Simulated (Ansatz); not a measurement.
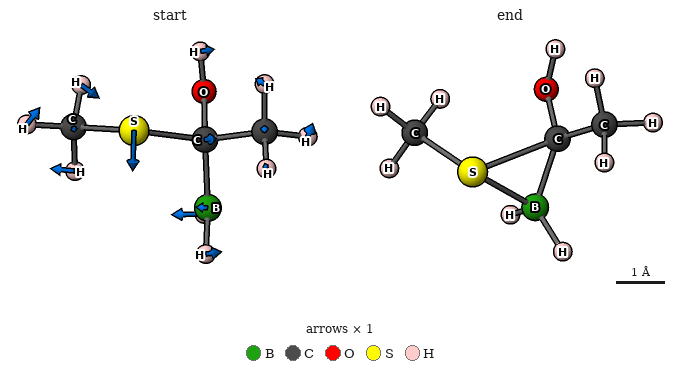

The structure of C₃H₉BOS before (left) and after (right) a relaxation, at one scale. The blue arrows give the displacements, at their true length.

The picture is a ball-and-stick view, seen at a tilt.

The run prepares an end point of a later path (torsion) calculation, from a guessed geometry.

Theory: RKS PBE-D4/def2-SVP in Ansatz.

The input:
```yaml
crystal:
  periodic: [false, false, false]
  atoms:
    - { symbol: B, position_ang: [-1.3679, -0.4739, 0.7093] }
    - { symbol: C, position_ang: [0.0355, -0.4972, 0.0377] }
    - { symbol: C, position_ang: [0.739, -1.7322, 0.5552] }
    - { symbol: O, position_ang: [-0.0247, -0.5772, -1.3601] }
    - { symbol: S, position_ang: [0.9924, 1.0027, 0.4905] }
    - { symbol: C, position_ang: [0.0871, 2.2275, -0.5305] }
    - { symbol: H, position_ang: [-1.5068, -0.3432, 1.8743] }
    - { symbol: H, position_ang: [-2.3442, -0.4248, 0.0108] }
    - { symbol: H, position_ang: [0.2302, -2.6441, 0.3303] }
    - { symbol: H, position_ang: [1.7952, -1.7875, 0.1587] }
    - { symbol: H, position_ang: [0.8582, -1.6933, 1.6974] }
    - { symbol: H, position_ang: [0.8329, -0.5456, -1.7298] }
    - { symbol: H, position_ang: [-1.0417, 2.2415, -0.2932] }
    - { symbol: H, position_ang: [0.1983, 1.9867, -1.5867] }
    - { symbol: H, position_ang: [0.4945, 3.2098, -0.3346] }
basis:
  gaussian: { orbitals: def2-SVP }
hamiltonian:
  xc: pbe
  dispersion: d4
relax:
  f_tol: 0.015
  max_steps: 40
```

Command:
```bash
ansatz run input.yaml --threads 2 --pin off --max-ram 3072MiB --backend cpu --events-out ev --progress --plain --runs-dir out
```

Describe what moved and what it gained.

Answer. The energy falls by 1.243 eV in 11 accepted moves (13 points after the start). The largest force component goes from 3 to 0.0098 eV/Å. The line search rejected the trial steps at points 8, 10 of the run. S5 moves most after the best rigid fit: 0.92 Å. By element the largest moves are S 0.92 Å, H 0.73 Å, C 0.31 Å, B 0.27 Å, O 0.08 Å. Among the contacts that change: B1–S5 2.793 → 2.005 Å, C2–S5 1.836 → 2.122 Å, O4–H12 0.934 → 0.981 Å, C3–H9 1.068 → 1.112 Å. Among the angles between lasting bonds that change: B1–C2–S5 110.6° → 63.8°, B1–C2–C3 106.5° → 124.4°, C3–C2–O4 108.3° → 114.8°. Groups turn about S5–C6 by about 55°, C2–S5 by about 30°.
